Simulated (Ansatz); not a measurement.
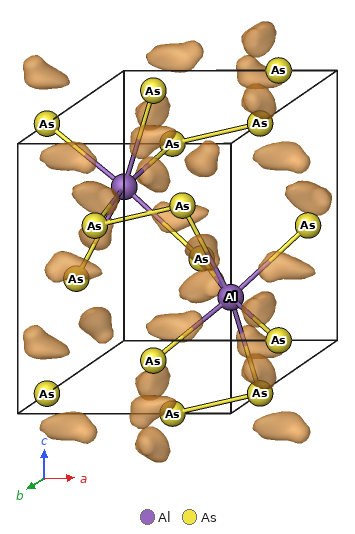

Figure. AlAs3. Isosurface of the electron localisation function at 0.75 (orange), seen at an oblique angle. Only the valence region is drawn (cores and ρ < 0.01 e/Å³ removed). Sticks mark near contacts.

Space group P6₃22; a structure generated by program, which may or may not match a known phase.

Theory: DFT PBE, scalar-relativistic, plane waves, PAW in Ansatz 0.2.0.

Core electrons are frozen (PAW), and the valence fields are smoothed inside the atomic spheres.

Question: Identify the bonds, lone pairs and shells in this picture.

Answer: At this value the surface marks out twelve regions on As in which the atom's valence shell and bonds are merged, counted in one cell of 8 atoms. Regions shared between cells count once.

Values along the shortest contacts:
As–As (2.51 Å): the ELF peaks at about 0.65 between the atoms. Al–As (2.65 Å): the ELF peaks at about 0.80 between the atoms.
